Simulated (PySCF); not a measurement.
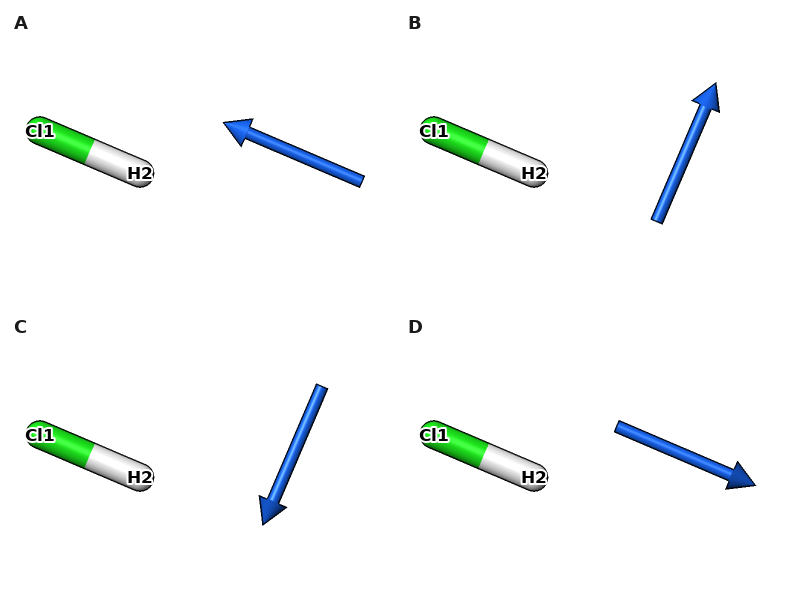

The same molecule four times, each with an arrow. The computed structure is the end point of a PBE0-D3(BJ)/def2-SVP optimisation. No frequency run is at hand to confirm it as a minimum. Level of theory: LC-wPBE/def2-SVPD, gas phase (PySCF 2.14.0).

Question: Which arrow points along the dipole moment, from the negative to the positive end?

Answer: D. The dipole moment is 1.22 D; it points from the side of Cl1 to the side of H2 (the outermost atoms at the two ends).
